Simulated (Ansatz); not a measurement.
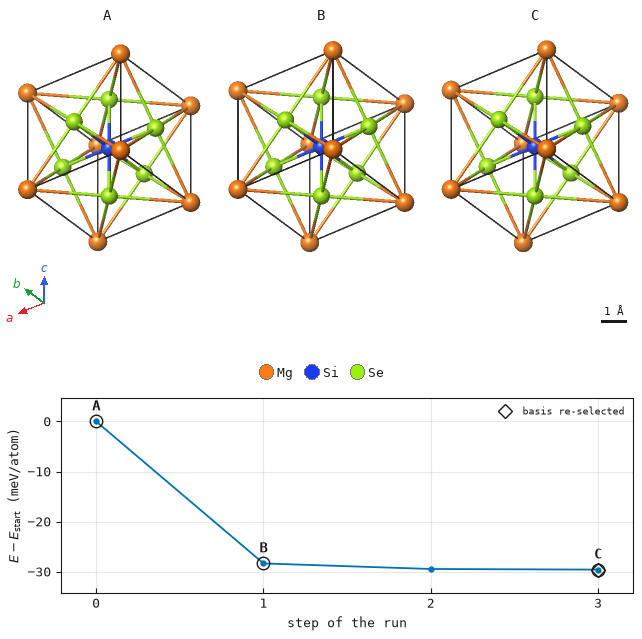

Frames of a relaxation of solid MgSiSe$_{3}$ (built on the cubic perovskite type) (coarse preliminary run), marked on the history of the run. A ball-and-stick model of the cell of the calculation, seen from a free direction.

Case: cubic perovskite type (Pm-3m, No. 221).

The calculation used DFT PBE, scalar-relativistic, plane waves, PAW in Ansatz. Settings: plane-wave cutoff 420 eV; k-point mesh 4 × 4 × 4; occupations gaussian; smearing width 0.1 eV; no spin polarisation; cell and atoms relaxed; force threshold 0.04 eV/Å; at most 70 steps.

Q: What happens along the run?

A: No atom moves by more than 0.005 Å relative to the cell. The drawn cell changes as follows: a = b = c 4.734 → 4.862 Å (+2.7 %); the volume changes by +8.3 %. Among the contacts that change: Mg–Se 3.347 → 3.438 Å, Se–Si 2.367 → 2.431 Å. The space group stays Pm-3m (No. 221). The energy falls by 29.6 meV per atom in 2 accepted moves (3 points after the start). All forces vanish by symmetry, so only the cell relaxes. The pressure goes from 5.64 to 0.14 GPa. The SCF was repeated once at an unchanged geometry on a basis and grid sized afresh for the cell, which shifted the energy by 0.1 meV per atom at most. From step 0 to 1: volume +6.8 %, energy −28.3 meV per atom. From step 1 to 3: volume +1.4 %, energy −1.2 meV per atom.

| step | E − E(0), meV/atom | pressure, GPa | volume, Å³/atom | note |
| --- | --- | --- | --- | --- |
| 0 | 0.00 | 5.64 | 21.218 |  |
| 1 | -28.35 | 0.98 | 22.652 |  |
| 2 | -29.46 | 0.14 | 22.980 |  |
| 3 | -29.58 | 0.14 | 22.980 | same geometry, new basis |
